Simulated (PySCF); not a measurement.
# TaNBr₂: structure of the singlet

Aim: relax TaNBr₂ as a singlet from a T-shaped (ligand arrangement 1) start, check by its vibrations whether the end is a minimum, and collect its spectrum and constants.

Program: PySCF 2.14.0. Level of theory: PBE0, basis Ta def2-SVP with ECP60, N def2-SVP, Br def2-SVP, scalar-relativistic core potentials, no spin–orbit coupling, density fitting. These are calculated values, not measurements.

## 1. Where the work starts

4 atoms, charge 0, spin multiplicity 1.

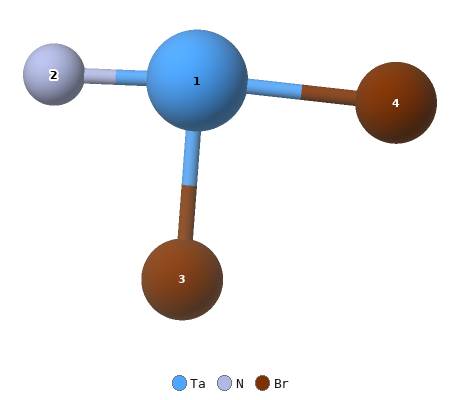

The starting geometry (tantalum blue, nitrogen light blue, bromine brown); atoms are numbered from 1 in the order of the file.

Z-matrix (Å, degrees; charge 0 multiplicity 1):
```
Ta
N  1 1.8600
Br 1 2.6000 2 88.00
Br 1 2.6000 3 88.00 2 180.00
```

## 2. Relaxation: T-shaped (ligand arrangement 1) start, singlet

One driver script runs all steps and calls PySCF; scf.py shows how it sets up the SCF of each step. The optimiser is the driver's own. Before each start the driver seeks the lowest SCF state from one or more starting densities and follows internal instabilities, so scf.py alone need not reach the same state.

The program finds Cs symmetry in the start, which this walk keeps. The walk stops when the largest gradient is under 0.0003 Eh/bohr and the energy has settled too.

scf.py reads:

```python
from pyscf import gto, scf, dft
mol = gto.M(atom='''
Ta    -0.507475     0.000000    -0.604484
N     -2.366375     0.000000    -0.539584
Br    -0.507475     0.000000     1.995516
Br     2.090925     0.000000    -0.513784''',
    basis={'Ta': 'def2-SVP', 'N': 'def2-SVP', 'Br': 'def2-SVP'},
    ecp={'Ta': 'def2-SVP'},
    charge=0, spin=0)
mf = dft.RKS(mol, xc='PBE0')
mf.grids.atom_grid = (50, 194)
aux = {'Ta': 'def2-universal-JKFIT', 'N': 'def2-universal-JKFIT', 'Br': 'def2-universal-JKFIT'}
mf = mf.density_fit(auxbasis=aux)
mf.kernel()
```

After this run come: Is it a minimum? Harmonic modes; Downhill along the imaginary mode; Frequencies.

What does the calculation give? Wanted: minimum; geometry; wavenumbers; dipole moment; highest occupied, lowest empty level; polar-tensor charge of Ta1; zero-point energy; atomisation energy.

**Answer**, as computed:

| quantity | value |
| --- | --- |
| minimum | singlet, Cs |
| geometry | Ta–Br 2.460 Å (×2), Ta–N 1.678 Å; Br–Ta–Br 113.1°, Br–Ta–N 105.7° (×2) |
| wavenumbers (cm⁻¹) | 58 (a'), 161 (a'), 213 (a''), 257 (a'), 290 (a''), 1115 (a') |
| dipole moment | 4.79 D |
| highest occupied, lowest empty level | -7.79, -3.91 eV |
| polar-tensor charge of Ta1 | +1.58 e |
| zero-point energy | 12.5 kJ/mol |
| entropy at 298.15 K | 359.5 J/(mol K) |
| atomisation energy (no zero-point energy) | 1363 kJ/mol |

**Reading.** The T-shaped (ligand arrangement 1) start (Cs) ends in a minimum of Cs symmetry, after a stop at a saddle point 19.1 kJ/mol higher, from which it was pushed off along an imaginary mode. The strongest infrared band lies at 1115 cm⁻¹ (a', stretch). Other starts or spin states, not run here, may lie lower. The soft modes, below some 90 cm⁻¹, carry numerical noise of tens of cm⁻¹, and the entropy with them. Whether spin polarisation would lower the closed shell was not checked. With an element this heavy the missing spin–orbit coupling can shift these numbers.
